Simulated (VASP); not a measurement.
Here is the system:

```xyz
1
Lattice="-2.8767 2.8767 2.8767 2.8767 -2.8767 2.8767 2.8767 2.8767 -2.8767" Properties=species:S:1:pos:R:3 pbc="T T T"
Rb     0.0000     0.0000     0.0000
```

Computed with r2SCAN meta-GGA, VASP's PBE PAW potentials (set 64) (plane waves; VASP). Settings: 520 eV cut-off, 10×10×10 Γ-centred mesh, tetrahedra with Blöchl corrections, potentials Rb_sv.

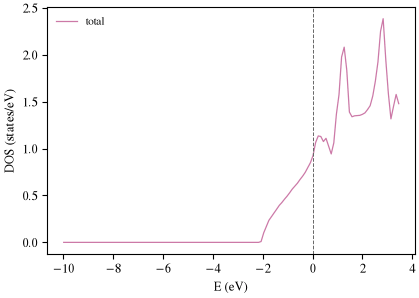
Figure. Total and projected density of states, zero at the Fermi level

Within 2 eV below the Fermi level the largest weight inside VASP's projection spheres is Rb s, then Rb p.

It has no gap at this level: it comes out as a metal or semimetal.

The compound is Rb in the bcc structure. It was relaxed first, which changed the volume by +6 %.
